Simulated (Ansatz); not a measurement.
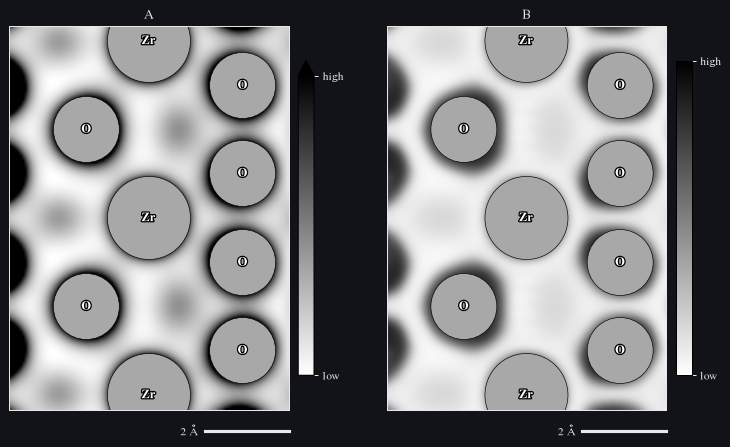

ZrO5: 2 fields on the (011) plane of the conventional cell, with unlabelled colour scales. Grey discs cover the atomic cores.

Space group F-43m; a structure generated by program, which may or may not match a known phase.

Level of theory: DFT PBE, scalar-relativistic, plane waves, PAW in Ansatz 0.2.0.

```
Zr O
1.0
     5.94380    0.00000    0.00000
     0.00000    0.00000   -5.94380
     0.00000    5.94380    0.00000
Zr O
4 20
Direct
  0.50000 0.50000 0.00000
  0.00000 0.50000 0.50000
  0.00000 0.00000 0.00000
  0.50000 0.00000 0.50000
  0.75000 0.75000 0.25000
  0.25000 0.75000 0.75000
  0.25000 0.25000 0.25000
  0.75000 0.25000 0.75000
  0.12576 0.62576 0.12576
  0.62576 0.62576 0.62576
  0.62576 0.12576 0.12576
  0.12576 0.12576 0.62576
  0.12576 0.87424 0.37424
  0.62576 0.87424 0.87424
  0.62576 0.37424 0.37424
  0.12576 0.37424 0.87424
  0.37424 0.62576 0.37424
  0.87424 0.62576 0.87424
  0.87424 0.12576 0.37424
  0.37424 0.12576 0.87424
  0.37424 0.87424 0.12576
  0.87424 0.87424 0.62576
  0.87424 0.37424 0.12576
  0.37424 0.37424 0.62576
```

### Match the panels to the quantities (electron localisation function and valence pseudo-density).

Panel A: valence pseudo-density. Panel B: electron localisation function. From the grid: Zr–O (2.46 Å): ρ at the midpoint is about 0.27 e/Å³; the ELF is about 0.10 at the midpoint: no shared electron pair shows on this line. Zr–O (2.57 Å): ρ at the midpoint is about 0.23 e/Å³; the ELF is about 0.15 at the midpoint: no localised pair shows between them.
